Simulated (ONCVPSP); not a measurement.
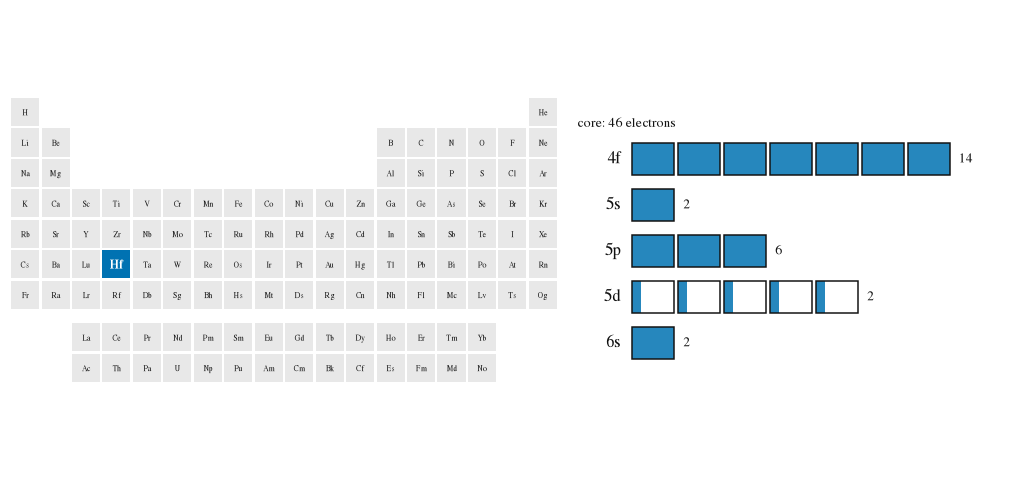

Figure 1. Left, the place of hafnium in the periodic table; right, the valence shells of the reference configuration: a box for each of the 2l + 1 orbitals, shaded by the share of the shell that is filled, with the electron count at the right.

## Hf: pseudopotential generation

System: hafnium (Hf, Z = 72), core [Kr] 4d10, reference valence 4f14 5s2 5p6 5d2 6s2, valence charge 26.
Method: ONCV potential, PBE, scalar-relativistic, made with ONCVPSP 4.0.1.

The input:
```
# ATOM AND REFERENCE CONFIGURATION
# atsym  z   nc   nv     iexc    psfile
  Hf 72.00    9    5        4      upf
#
#   n    l    f
    1    0    2.00
    2    0    2.00
    2    1    6.00
    3    0    2.00
    3    1    6.00
    3    2   10.00
    4    0    2.00
    4    1    6.00
    4    2   10.00
    4    3   14.00
    5    0    2.00
    5    1    6.00
    5    2    2.00
    6    0    2.00
#
# PSEUDOPOTENTIAL AND OPTIMIZATION
# lmax
    3
#
#   l,   rc,      ep,       ncon, nbas, qcut
    0    2.10    0.00    5    9    6.40
    1    2.10    0.00    4    8    5.50
    2    2.15    0.00    4    7    4.70
    3    0.80    0.00    4    8   25.60
#
# LOCAL POTENTIAL
# lloc, lpopt,  rc(5),   dvloc0
    4    5    0.70    0.00
#
# VANDERBILT-KLEINMAN-BYLANDER PROJECTORs
# l, nproj, debl
    0    2    0.80
    1    1    1.00
    2    2    3.70
    3    2    3.80
#
# MODEL CORE CHARGE
# icmod, fcfact, rcfact
    0    0.00    0.00
#
# LOG DERIVATIVE ANALYSIS
# epsh1, epsh2, depsh
   -4.00    5.00    0.02
#
# OUTPUT GRID
# rlmax, drl
    6.00    0.01
#
# TEST CONFIGURATIONS
# ncnf
    4
# nvcnf
#   n    l    f
    5
    4    3   14.00
    5    0    2.00
    5    1    6.00
    5    2    2.00
    6    0    1.00
#
    5
    4    3   14.00
    5    0    2.00
    5    1    6.00
    5    2    2.00
    6    0    0.00
#
    5
    4    3   14.00
    5    0    2.00
    5    1    6.00
    5    2    1.00
    6    0    0.00
#
    5
    4    3   14.00
    5    0    2.00
    5    1    6.00
    5    2    1.00
    6    0    2.00
#
```

Hardware: 1 CPU thread, shared host.

Launched with:
```bash
oncvpsp.x < Hf.dat > Hf.out
```

The program's output (extracts):
```
ONCVPSP  (Optimized Norm-Conservinng Vanderbilt PSeudopotential)
scalar-relativistic version 4.0.1

#   n    l    f        energy (Ha)
    1    0    2.00    -2.3993057E+03
    2    0    2.00    -4.1032280E+02
    2    1    6.00    -3.6025786E+02
    3    0    2.00    -9.3493473E+01
    3    1    6.00    -7.8539285E+01
    3    2   10.00    -6.0851548E+01
    4    0    2.00    -1.8835842E+01
    4    1    6.00    -1.3930869E+01
    4    2   10.00    -7.5950016E+00
    4    3   14.00    -6.1866015E-01
    5    0    2.00    -2.4627984E+00
    5    1    6.00    -1.3073203E+00
    5    2    2.00    -9.8817132E-02
    6    0    2.00    -1.8773180E-01

Reference configufation results
  iterations    34
  all-electron total energy (Ha)   -1.50782169D+04

Begin loop to  construct optimized pseudo wave functions
and semi-local pseudopoentials for all angular momenta

Calculating optimized projector #   1

 for l=   0

    Fraction of norm inside rc  0.982479
    Optimizing pswf for qcut=   6.41 a_B^-1,  ecut=  20.52 Ha
    Residual kinetic energy error=  5.00D-06 Ha

    Energy error per electron        Cutoff
         Ha          eV             Ha
         0.01000     0.27211       10.36
         0.00100     0.02721       14.40
         0.00010     0.00272       17.23
         0.00001     0.00027       20.01

Calculating optimized projector #   2

 for l=   0

    Fraction of norm inside rc  0.105618
    Optimizing pswf for qcut=   6.41 a_B^-1,  ecut=  20.52 Ha
    Residual kinetic energy error=  4.69D-06 Ha

    Energy error per electron        Cutoff
         Ha          eV             Ha
         0.01000     0.27211        5.43
         0.00100     0.02721       13.16
         0.00010     0.00272       16.75
         0.00001     0.00027       19.73

Calculating optimized projector #   1

 for l=   1

    Fraction of norm inside rc  0.929895
    Optimizing pswf for qcut=   5.49 a_B^-1,  ecut=  15.07 Ha
    Residual kinetic energy error=  9.06D-07 Ha

    Energy error per electron        Cutoff
         Ha          eV             Ha
         0.01000     0.27211        7.96
         0.00100     0.02721       10.25
         0.00010     0.00272       12.14
         0.00001     0.00027       13.59

   Wellstate for l =  2  n =  8
     eigenvalue =   3.6012
     asymptotic potential =   4.1012
     half-point radius =  4.1190

Calculating optimized projector #   1

 for l=   2

    Fraction of norm inside rc  0.472271
    Optimizing pswf for qcut=   4.70 a_B^-1,  ecut=  11.05 Ha
    Residual kinetic energy error=  7.48D-04 Ha

    Energy error per electron        Cutoff
         Ha          eV             Ha
         0.01000     0.27211        8.06
         0.00100     0.02721       10.82
         0.00010     0.00272       28.72
         0.00001     0.00027       36.92

Calculating optimized projector #   2

 for l=   2

    Fraction of norm inside rc  0.141943
    Optimizing pswf for qcut=   4.70 a_B^-1,  ecut=  11.05 Ha
    Residual kinetic energy error=  1.02D-02 Ha

    Energy error per electron        Cutoff
         Ha          eV             Ha
         0.01000     0.27211       11.02
         0.00100     0.02721       19.45
         0.00010     0.00272       41.12
         0.00001     0.00027       48.89

   Wellstate for l =  3  n =  6
     eigenvalue =   3.1813
     asymptotic potential =   3.6813
     half-point radius =  2.8207

Calculating optimized projector #   1

 for l=   3

    Fraction of norm inside rc  0.723390
    Optimizing pswf for qcut=  25.59 a_B^-1,  ecut= 327.42 Ha
    Residual kinetic energy error=  2.71D-07 Ha

    Energy error per electron        Cutoff
         Ha          eV             Ha
         0.01000     0.27211      207.47
         0.00100     0.02721      239.02
         0.00010     0.00272      265.60
         0.00001     0.00027      286.31

Calculating optimized projector #   2

 for l=   3

    Fraction of norm inside rc  0.036516
    Optimizing pswf for qcut=  25.59 a_B^-1,  ecut= 327.42 Ha
    Residual kinetic energy error=  1.22D-08 Ha

    Energy error per electron        Cutoff
         Ha          eV             Ha
         0.01000     0.27211      177.83
         0.00100     0.02721      217.88
         0.00010     0.00272      250.39
         0.00001     0.00027      275.96

Construct Vanderbilt / Kleinmman-Bylander projectors

B matrix Hermiticity error, ll=   0
   1   2    2.5384E-04

  Orthonormal projector coefficients  2.7204E+01  1.4724E+00

B matrix Hermiticity error, ll=   2
   1   2    1.9989E-04

  Orthonormal projector coefficients  2.8878E+01  3.2052E+00

B matrix Hermiticity error, ll=   3
   1   2   -9.9939E-04

  Orthonormal projector coefficients -4.0380E+01 -1.0364E+01

Pseudoatom total energy -304.597767

Diagnostic tests using Vanderbilt-Kleinman-Bylander pseudopotentials
  1 or more projectors used as specified by nproj input data

   l    rcore       rmatch      e in        delta e   norm test  slope test

   0   2.1056046   2.1695353  -2.4627984   0.0000020   1.0001960   1.0001791
   0   2.1056046   2.1695353  -0.1877318   0.0000012   1.0000234   1.0000181

   1   2.1056046   2.1695353  -1.3073203  -0.0000005   0.9999984   0.9999989

   2   2.1565958   2.2220747  -0.0988171   0.0000006   1.0000274   1.0000292
   2   2.1565958   2.2220747   3.6011829   0.0000672   1.0002093   1.0002093

   3   0.8037147   0.8281173  -0.6186601   0.0000597   1.0004783   1.0003876
   3   0.8037147   0.8281173   3.1813398  -0.0000665   1.0010114   1.0010114

 Testing for bound ghosts
   n   l    E NL Schr. Eq   E Basis Diag.   E Cutoff

       0                      -17.599628     79.36  WARNING - GHOST(-)
   1   0       -2.462796       -2.462779     79.36
   2   0       -0.187731       -0.169375     79.36

       1                       -7.248841     50.56  WARNING - GHOST(-)
   2   1       -1.307321       -1.307269     50.56

   3   2       -0.098816       -0.092953     55.36

   4   3       -0.618600       -0.607214    601.61

 Testing for highly-localized positive-energy ghosts
       l    <radius>/rc     E Basis Diag.   E Cutoff

       2        0.640378       15.548767     55.36  WARNING - GHOST(+)

       2        0.773237       35.355995     55.36  WARNING - GHOST(+)

Test configuration 0

   n   l     f        eae           eps        diff
   1   0  2.0000-2399.30568621
   2   0  2.0000 -410.32280412
   2   1  6.0000 -360.25786044
   3   0  2.0000  -93.49347343
   3   1  6.0000  -78.53928473
   3   2 10.0000  -60.85154841
   4   0  2.0000  -18.83584153
   4   1  6.0000  -13.93086894
   4   2 10.0000   -7.59500160
   4   3 14.0000   -0.61866015   -0.61860045    5.97D-05
   5   0  2.0000   -2.46279842   -2.46279638    2.04D-06
   5   1  6.0000   -1.30732029   -1.30732078   -4.96D-07
   5   2  2.0000   -0.09881713   -0.09881649    6.37D-07
   6   0  2.0000   -0.18773180   -0.18773062    1.19D-06

    Total energies and differences
      AE_ref= -1.50782169D+04  AE_tst= -1.50782169D+04  dif=  0.00D+00
      PS_ref= -3.04597767D+02  PS_tst= -3.04597767D+02  dif=  2.27D-13
      PSP excitation error= -2.27D-13

Test configuration 1

   n   l     f        eae           eps        diff
   1   0  2.0000-2399.56221865
   2   0  2.0000 -410.57774446
   2   1  6.0000 -360.51286416
   3   0  2.0000  -93.74834921
   3   1  6.0000  -78.79416547
   3   2 10.0000  -61.10635536
   4   0  2.0000  -19.09076714
   4   1  6.0000  -14.18576903
   4   2 10.0000   -7.84979571
   4   3 14.0000   -0.87331243   -0.87495862   -1.65D-03
   5   0  2.0000   -2.71739516   -2.71792971   -5.35D-04
   5   1  6.0000   -1.56237824   -1.56244436   -6.61D-05
   5   2  2.0000   -0.33833498   -0.33826000    7.50D-05
   6   0  1.0000   -0.40333574   -0.40338231   -4.66D-05

    Total energies and differences
      AE_ref= -1.50782169D+04  AE_tst= -1.50779237D+04  dif=  2.93D-01
      PS_ref= -3.04597767D+02  PS_tst= -3.04304499D+02  dif=  2.93D-01
      PSP excitation error= -1.25D-04

Test configuration 2

   n   l     f        eae           eps        diff
   1   0  2.0000-2399.86452485
   2   0  2.0000 -410.87786526
   2   1  6.0000 -360.81309086
   3   0  2.0000  -94.04788888
   3   1  6.0000  -79.09371685
   3   2 10.0000  -61.40587446
   4   0  2.0000  -19.39047334
   4   1  6.0000  -14.48549530
   4   2 10.0000   -8.14945118
   4   3 14.0000   -1.17266053   -1.17634456   -3.68D-03
   5   0  2.0000   -3.01650037   -3.01757729   -1.08D-03
   5   1  6.0000   -1.86045423   -1.86055208   -9.79D-05
   5   2  2.0000   -0.61387286   -0.61368158    1.91D-04

    Total energies and differences
      AE_ref= -1.50782169D+04  AE_tst= -1.50774026D+04  dif=  8.14D-01
      PS_ref= -3.04597767D+02  PS_tst= -3.03783147D+02  dif=  8.15D-01
      PSP excitation error= -3.77D-04

Test configuration 3

psatom: WARNING lschvkbb convergence error n,l,iter=   3   2   4
ea(ii),et,emin,emax -1.080090E-01 -1.188099E-01 -1.188099E-01 -1.188099E-01
run_config: WARNING for fully non-local PS atom, stg. 1
 WARNING no output for configuration 4

Test configuration 4

   n   l     f        eae           eps        diff
   1   0  2.0000-2399.64650425
   2   0  2.0000 -410.66579550
   2   1  6.0000 -360.60083661
   3   0  2.0000  -93.83474880
   3   1  6.0000  -78.88057187
   3   2 10.0000  -61.19318784
   4   0  2.0000  -19.17744893
   4   1  6.0000  -14.27272140
   4   2 10.0000   -7.93727786
   4   3 14.0000   -0.96079454   -0.95718590    3.61D-03
   5   0  2.0000   -2.80485078   -2.80341295    1.44D-03
   5   1  6.0000   -1.64332539   -1.64303864    2.87D-04
   5   2  1.0000   -0.39233806   -0.39247895   -1.41D-04
   6   0  2.0000   -0.43553064   -0.43544497    8.57D-05

    Total energies and differences
      AE_ref= -1.50782169D+04  AE_tst= -1.50779780D+04  dif=  2.39D-01
      PS_ref= -3.04597767D+02  PS_tst= -3.04358910D+02  dif=  2.39D-01
      PSP excitation error= -2.95D-05
```

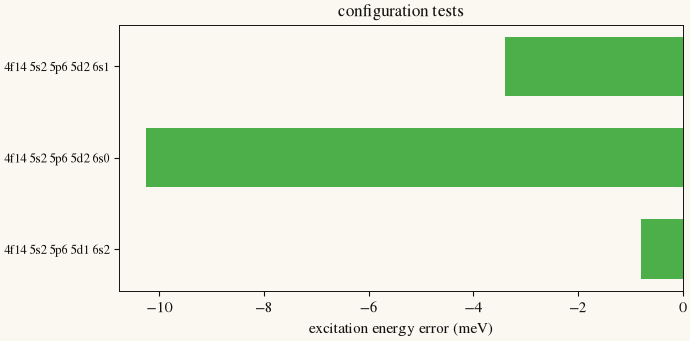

Figure 2. Errors, all-electron minus pseudo, of the energies of valence configurations relative to the unpolarised reference 4f14 5s2 5p6 5d2 6s2. Not all tests gave a result: 1 of 4 tests not solved.

- Worst configuration: 4f14 5s2 5p6 5d2 6s0 (charge +2): the error is -10 meV on an all-electron energy of +22.16 eV relative to the reference, or 0.046 %.
- Configurations within 10 meV and within 50 meV: 2 and 3 of 3.
- Errors in meV: 4f14 5s2 5p6 5d2 6s1: -3.4; 4f14 5s2 5p6 5d2 6s0: -10; 4f14 5s2 5p6 5d1 6s2: -0.8. The potential isn't sound: its ghost test gives GHOST(-) flagged for s at -478.9 eV, p at -197.3 eV; no localised positive-energy state flagged (flags above 300 eV left out).

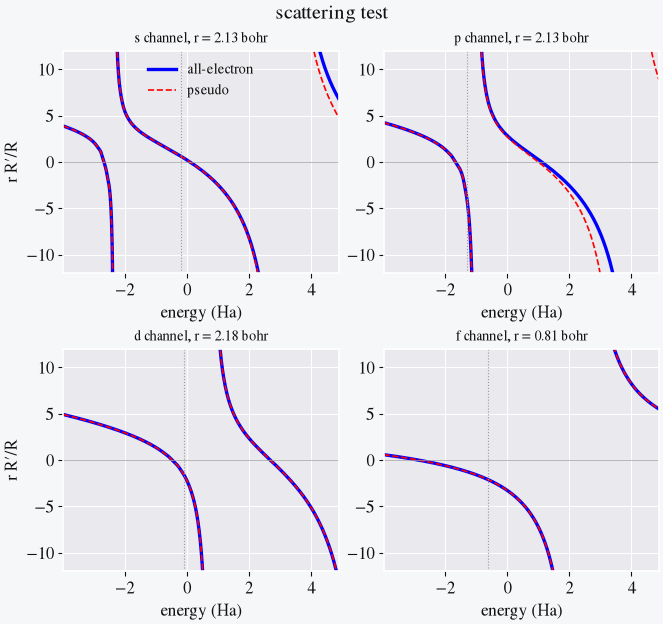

Figure 3. Logarithmic derivatives r R′/R at the test radius against energy, all-electron atom (solid) and pseudo-atom (dashed). Here R(r) is the radial function. The dotted line marks the reference energy of the channel.

- Zeros of the logarithmic derivative: s: all-electron -2.7 and 0.1 Ha, pseudo -2.7 and 0.1 Ha; p: all-electron -1.7 and 1.1 Ha, pseudo -1.7 and 1.0 Ha; d: all-electron -0.5 and 2.7 Ha, pseudo -0.5 and 2.7 Ha; f: all-electron -2.9 Ha, pseudo -2.9 Ha.
- Ghost states: the plot shows none: pseudo and all-electron curves have the same branches in all channels drawn. The separate test gives: GHOST(-) flagged for s at -478.9 eV, p at -197.3 eV; no localised positive-energy state flagged (flags above 300 eV left out). The bound ghosts lie below the range of the plot.

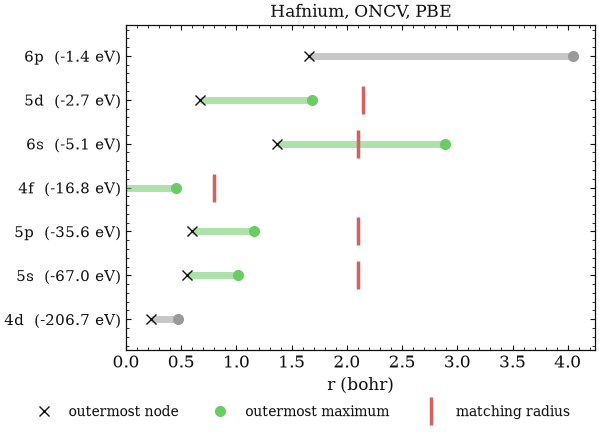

Figure 4. Outer shells of the all-electron reference atom: each bar runs from the outermost node (or the nucleus) to the outermost maximum of u(r); the tick is the radius chosen for the pseudo-wave. Shells without a tick have no pseudo-wave of their own. Levels, nodes and maxima are from ld1.x, scalar-relativistic.

- Radii against the shells: 5s: 2.10 bohr, outside the maximum; 5p: 2.10 bohr, outside the maximum; 4f: 0.80 bohr, outside the maximum; 6s: 2.10 bohr, between node and maximum; 5d: 2.15 bohr, outside the maximum.

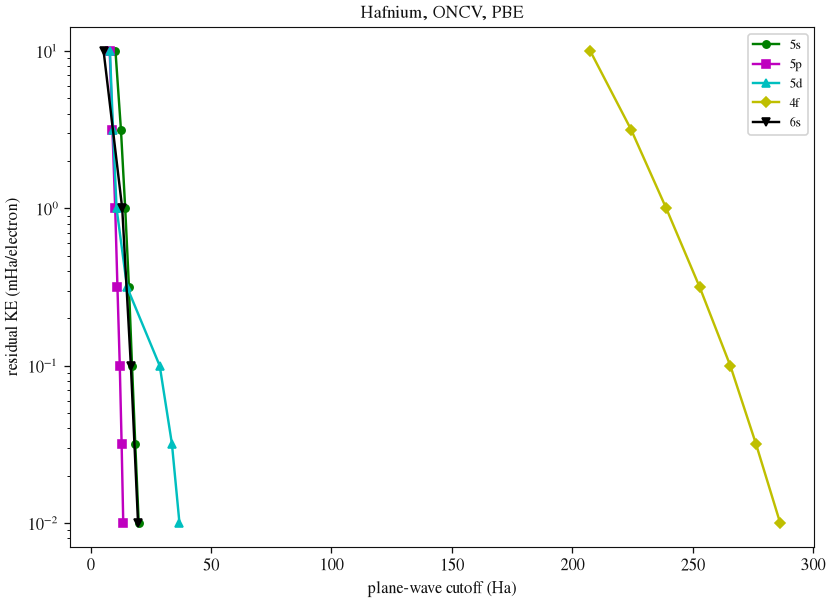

Figure 5. Residual kinetic energy of the pseudo-waves (the first of each channel, and further valence shells) beyond the plane-wave cutoff, as the generator prints it.

- Cutoffs for 1 mHa per electron: 4f: 239 Ha; 5s: 14 Ha; 6s: 13 Ha; 5d: 11 Ha; 5p: 10 Ha.
- Hardest wave at 1 mHa per electron: 4f, with rc = 0.80 bohr and qcut = 25.6 1/bohr. The optimisation minimises, but can't always remove, the kinetic energy above qcut²/2 = 327.7 Ha, and a larger rc would as a rule soften the wave at some cost in transferability.
- Cutoffs for the occupied states: 239 Ha for 1 mHa and 266 Ha for 0.1 mHa per electron. The first is set by 4f.

Summary:

- outcome: generated, with a ghost state
- cutoffs needed: 239 Ha and 266 Ha (the cutoffs at which the residual kinetic energy of the hardest occupied pseudo-wave falls to 1 and 0.1 mHa per electron)
- ghost test: GHOST(-) flagged for s at -478.9 eV, p at -197.3 eV; no localised positive-energy state flagged (flags above 300 eV left out)
- configuration tests: 1 of 4 tests not solved
- largest excitation error among the tests solved: -10 meV (all-electron minus pseudo) for 4f14 5s2 5p6 5d2 6s0
- range over which the phases arctan(r R′/R) at the test radius agree within 0.05 rad (a looser test near the poles than one of phase shifts): s: up to about 4.8 Ha; p: up to about 0.4 Ha; d: over the whole range computed; f: over the whole range computed
- wall time: 7.1 s

Notes:

The potential has a bound ghost state, so it can't be used as it stands. Warnings of the program, in the generation or the tests: psatom: WARNING lschvkbb convergence error n,l,iter= 3 2 4.
